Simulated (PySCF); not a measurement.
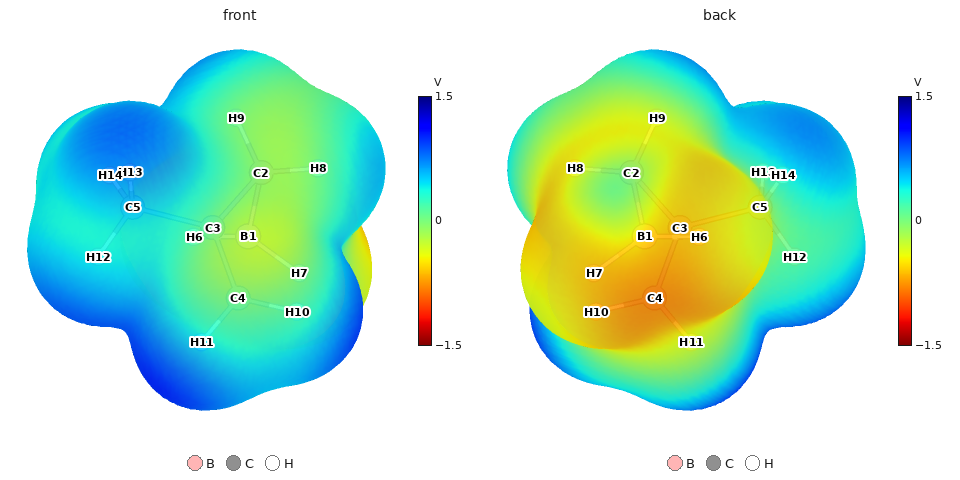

C4H9B. The molecular electrostatic potential painted on the density surface at 0.002 e/bohr³, seen from the front and from behind; the colour scale runs from red (negative) to blue (positive).

Geometry: GFN2-xTB.

All numbers below come from BHandHLYP/pcSseg-1, SCF density, gas phase, non-relativistic (PySCF).

```xyz
14

B     1.4250    0.4539    0.1136
C     0.7904   -0.5805   -0.9236
C    -0.3769   -0.0374   -0.1971
C    -0.6346    1.2874   -0.2732
C    -1.0882   -0.9215    0.7798
H     1.6249    0.1413    1.2261
H     1.9308    1.4219   -0.3032
H     0.8555   -0.2991   -1.9680
H     0.9130   -1.6501   -0.8054
H    -0.2503    1.9034   -1.0651
H    -1.3687    1.7500    0.3689
H    -1.6664   -0.3430    1.4975
H    -1.7705   -1.5738    0.2329
H    -0.3839   -1.5524    1.3168
```

Where is the surface potential most negative and most positive?

The most negative region (about −0.8 V) lies over H7, the most positive (about +1.0 V) over H11.

How polar is the molecule by this calculation?

Its dipole moment is 1.94 D.
